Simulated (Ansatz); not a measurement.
The starting structures come from a database of crystals and need not be the phases stable at ambient conditions.

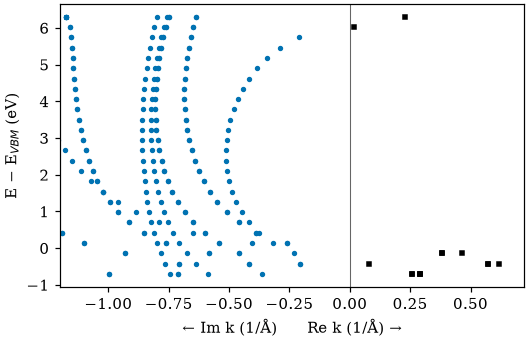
Complex bands at the centre of the two-dimensional zone; Ansatz (a first-principles code) with PBEsol

The gap is the functional's own, uncorrected, and κ follows it; spin-orbit coupling is left out. Mid-gap values are interpolated between the computed energies.

**Question.** This is K2LiGaF6 (Fm-3m, not sure to be the ambient phase, 10 atoms a cell, 13.3 Å³ an atom, -3 GPa at this level) along the normal of (111). Read off the slowest decay at the centre of the two-dimensional zone at 2.94 eV, the computed energy nearest the middle of the gap.

**Answer.** κ ≈ 0.51 1/Å, a decay length 1/(2κ) of the density of 0.98 Å.
